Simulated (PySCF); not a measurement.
## C₃H₇NSi: one change and its effect

System: C₃H₇NSi.
Method of run 1: TDDFT PBE0/def2-TZVP, vertical, gas phase, core orbitals frozen in the response (PySCF 2.14.0).

The geometry comes from this level: PBE0-D3(BJ)/def2-SVP. Text and figures count atoms from 1; the logs count them from 0 in places.

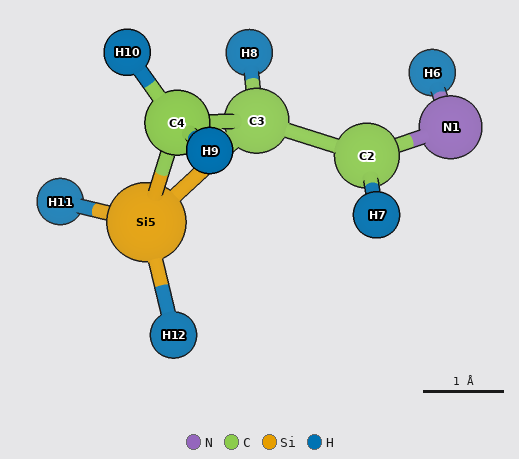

Figure 1. The structure as given in the input (ball-and-stick view, seen at a tilt; atoms are numbered from 1 in the order of the input). Bond lengths as drawn: C–C 1.48 to 1.54 Å, C–H 1.09 to 1.11 Å, C–N 1.27 Å, C–Si 1.85 to 1.89 Å, H–N 1.03 Å and H–Si 1.48 Å.

Input file, run 1:
```
{"job": {"kind": "uv", "xc": "PBE0", "basis": "def2-TZVP"}, "charge": 0, "multiplicity": 1}
N      2.441509    -0.857216     0.145010
C      1.289263    -0.447200     0.486727
C      0.238045     0.147733    -0.361872
C     -0.769162     1.126943     0.274566
Si    -1.542358    -0.473693    -0.237550
H      2.582813    -0.711328    -0.861792
H      1.018874    -0.553444     1.554964
H      0.572321     0.406962    -1.374963
H     -0.627326     1.319770     1.344526
H     -0.975413     2.040173    -0.292653
H     -2.334913    -0.546507    -1.488330
H     -1.853234    -1.485146     0.800408
```

The first line tells a small driver script what to run in PySCF; the rest is the geometry in Å.

Launched with:
```bash
OMP_NUM_THREADS=1 python <driver script> task.json out
```

Hardware: 1 CPU thread, shared host.

Output (run 1):
```
coarse grid: 10288 points
cycle   1  E = -462.4071947776  dE =  5.055e-01  |g| = 4.754e-01  |ddm| = 2.580e+00
cycle   2  E = -462.3317975420  dE =  7.540e-02  |g| = 7.368e-01  |ddm| = 1.830e+00
cycle   3  E = -462.4649140890  dE = -1.331e-01  |g| = 8.442e-02  |ddm| = 1.256e+00
cycle   4  E = -462.4657935573  dE = -8.795e-04  |g| = 5.665e-02  |ddm| = 8.440e-02
cycle   5  E = -462.4665604971  dE = -7.669e-04  |g| = 9.508e-03  |ddm| = 5.191e-02
cycle   6  E = -462.4665846105  dE = -2.411e-05  |g| = 2.703e-03  |ddm| = 1.093e-02
cycle   7  E = -462.4665862579  dE = -1.647e-06  |g| = 5.109e-04  |ddm| = 3.225e-03
final grid: 94152 points
cycle   8  E = -462.4558755907  dE = -3.755e-05  |g| = 7.086e-03  |ddm| = 4.283e-02
cycle   9  E = -462.4558655108  dE =  1.008e-05  |g| = 9.193e-03  |ddm| = 1.674e-02
cycle  10  E = -462.4558878082  dE = -2.230e-05  |g| = 7.193e-04  |ddm| = 9.836e-03
cycle  11  E = -462.4558879432  dE = -1.351e-07  |g| = 2.617e-04  |ddm| = 8.130e-04
cycle  12  E = -462.4558879578  dE = -1.457e-08  |g| = 8.986e-05  |ddm| = 3.169e-04
cycle  13  E = -462.4558879594  dE = -1.575e-09  |g| = 3.723e-05  |ddm| = 1.122e-04
cycle  14  E = -462.4558879597  dE = -3.212e-10  |g| = 8.604e-06  |ddm| = 3.016e-05
converged SCF energy = -462.4558879597

Static polarisability (au): isotropic 71.151, principal 60.399 61.699 91.356

Singlet excitations
state   eV       nm        f      main configurations
  1   5.2458    236.3   0.02786   H->L 0.48, H-1->L 0.25, H->L+1 0.13
  2   5.9423    208.6   0.25395   H->L 0.45, H-1->L 0.35, H->L+1 0.11
  3   6.0990    203.3   0.01984   H->L+1 0.70, H-1->L 0.26
  4   6.3824    194.3   0.03392   H->L+2 0.91
  5   6.5690    188.7   0.00835   H-1->L+1 0.68, H-2->L 0.10, H-1->L 0.10
  6   6.7601    183.4   0.00583   H->L+3 0.90
  7   7.1122    174.3   0.07456   H-2->L 0.77
  8   7.3146    169.5   0.00417   H-1->L+2 0.81
  9   7.3258    169.2   0.02121   H->L+4 0.72, H-1->L+2 0.12
 10   7.5208    164.9   0.01317   H-1->L+3 0.51, H-2->L+1 0.29

Triplet excitations (Tamm-Dancoff, eV): 4.2462 4.6576 4.9023 6.0299
```

For run 2 the input was changed thus:
```diff
-"basis": "def2-TZVP"
+"basis": "def2-TZVPD"
```

How does run 2 compare with run 1?

The total energy of run 2 is 0.8 kcal/mol lower, which measures the change of basis and not a stability. The LUMO goes from −0.43 to −0.55 eV. The dipole moment goes from 3.22 to 3.26 D. The lowest excitation goes from 5.25 to 5.19 eV. The strongest computed line goes from 5.94 to 5.80 eV. The number of SCF iterations is the same. The basis functions go from 203 to 254.

Output (run 2):
```
coarse grid: 10288 points
cycle   1  E = -462.4087422658  dE =  5.048e-01  |g| = 4.741e-01  |ddm| = 3.859e+00
cycle   2  E = -462.3313686390  dE =  7.737e-02  |g| = 7.406e-01  |ddm| = 2.593e+00
cycle   3  E = -462.4662129016  dE = -1.348e-01  |g| = 8.455e-02  |ddm| = 1.631e+00
cycle   4  E = -462.4670753366  dE = -8.624e-04  |g| = 5.710e-02  |ddm| = 1.116e-01
cycle   5  E = -462.4678575898  dE = -7.823e-04  |g| = 9.209e-03  |ddm| = 6.798e-02
cycle   6  E = -462.4678803600  dE = -2.277e-05  |g| = 2.632e-03  |ddm| = 1.641e-02
cycle   7  E = -462.4678819398  dE = -1.580e-06  |g| = 5.048e-04  |ddm| = 4.859e-03
final grid: 94152 points
cycle   8  E = -462.4571751074  dE = -4.031e-05  |g| = 7.101e-03  |ddm| = 2.068e-01
cycle   9  E = -462.4571647648  dE =  1.034e-05  |g| = 9.258e-03  |ddm| = 2.352e-02
cycle  10  E = -462.4571873942  dE = -2.263e-05  |g| = 7.064e-04  |ddm| = 1.372e-02
cycle  11  E = -462.4571875254  dE = -1.311e-07  |g| = 2.577e-04  |ddm| = 1.267e-03
cycle  12  E = -462.4571875399  dE = -1.459e-08  |g| = 7.686e-05  |ddm| = 4.629e-04
cycle  13  E = -462.4571875410  dE = -1.107e-09  |g| = 3.869e-05  |ddm| = 1.478e-04
cycle  14  E = -462.4571875414  dE = -3.373e-10  |g| = 9.143e-06  |ddm| = 4.635e-05
converged SCF energy = -462.4571875414

Static polarisability (au): isotropic 75.118, principal 63.413 65.957 95.983

Singlet excitations
state   eV       nm        f      main configurations
  1   5.1861    239.1   0.03188   H->L 0.48, H-1->L 0.22, H->L+1 0.14
  2   5.8028    213.7   0.20680   H->L 0.45, H->L+1 0.23, H-1->L 0.21
  3   5.9312    209.0   0.02168   H->L+1 0.54, H-1->L 0.28, H->L+2 0.12
  4   6.0783    204.0   0.04592   H->L+2 0.76, H-1->L 0.12
  5   6.3597    195.0   0.00649   H->L+3 0.81, H->L+4 0.12
  6   6.4132    193.3   0.01833   H-1->L+1 0.60, H-1->L 0.11, H->L+4 0.10
  7   6.6127    187.5   0.01812   H->L+4 0.69, H-1->L+1 0.11, H->L+3 0.10
  8   6.8763    180.3   0.00857   H->L+5 0.51, H-1->L+2 0.26, H-2->L 0.16
  9   6.9379    178.7   0.00747   H-1->L+2 0.64, H->L+5 0.17, H-2->L 0.10
 10   7.0413    176.1   0.04421   H-2->L 0.48, H->L+5 0.23, H-1->L+4 0.09

Triplet excitations (Tamm-Dancoff, eV): 4.2228 4.6399 4.8534 5.8263
```

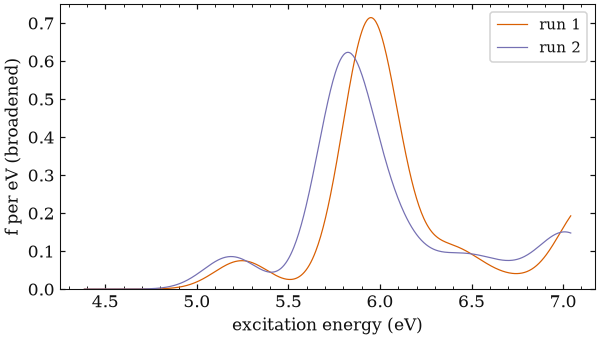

Figure 2. Absorption of the two runs from their computed states, each broadened by a Gaussian of 0.35 eV full width; the range ends where the shorter list of states ends.

The two runs side by side:

```tsv
quantity	run 1	run 2
outcome	converged	converged
total energy (hartree)	−462.455888	−462.457188
HOMO (eV)	−6.93	−6.95
LUMO (eV)	−0.43	−0.55
dipole moment (D)	3.22	3.26
lowest excitation (eV)	5.25	5.19
SCF iterations	14	14
strongest computed line (eV)	5.94	5.80
basis functions	203	254
wall time (shared host)	37 s	54 s
```
